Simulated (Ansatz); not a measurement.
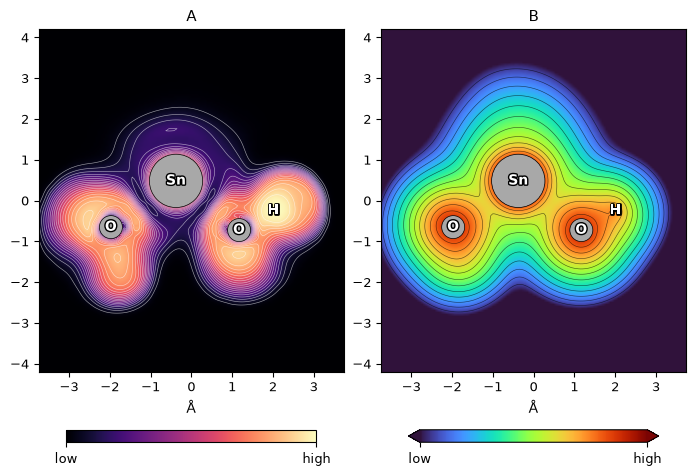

ClH₃O₃Sn: 2 fields on the plane of atoms O5, Sn1 and O7, with unlabelled colour scales. Grey discs cover the atomic cores.

Core potentials replace the inner electrons of Sn.

The calculation used Ansatz 0.2.0, RKS PBE0/def2-SVP.

Q: Match the panels to the quantities (electron density and electron localisation function).

A: Panel A: electron localisation function. Panel B: electron density. From the grid: Sn–O (1.96 Å): the density is about 0.78 e/Å³ at the midpoint; the ELF peaks at about 0.80 in the valence shell of O, 0.6 Å from its nucleus, and drops to about 0.15 between the two atoms. O–H (0.97 Å): the density is about 3.6 e/Å³ at the midpoint; the ELF climbs to about 1 towards the hydrogen, as it does in any bond to H; an ordinary covalent bond to hydrogen.
